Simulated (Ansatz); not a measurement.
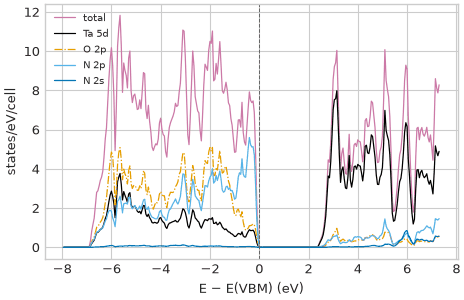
*Total and projected density of states of TaNO in space group P2_1/c (No. 14; Ta on 4e, N on 4e, O on 4e), plane-wave PAW r²SCAN (Ansatz code)*

Problem. Which orbitals carry the states next to the gap?

Solution. Top 1 eV of the valence band: N 2p 65 %, O 2p 21 %, Ta 5d 11 %. Bottom 1 eV of the conduction band: Ta 5d 81 %, O 2p 8 %, N 2p 7 %. Projections are on Löwdin-orthogonalised atomic valence shells; empty p or d shells of many metals are not among them.

Problem. Where is the tallest occupied peak in this window, and what makes it?

Solution. Near -5.7 eV, about 12 states/eV per cell; the largest projected share is O 2p.

The first step of the workflow began from a Materials Project structure, measured or hypothetical; the Crystallography Open Database files this formula in space group No. 14, but the cells were not matched. Whether it is the stable phase at ambient conditions was not checked. Symmetry was held in the r²SCAN relaxation; its stability against distortions is not shown here. The run is not spin-polarised. Spin–orbit coupling is left out wherever it is not named.

Potentials: the later of the program's two PAW sets.
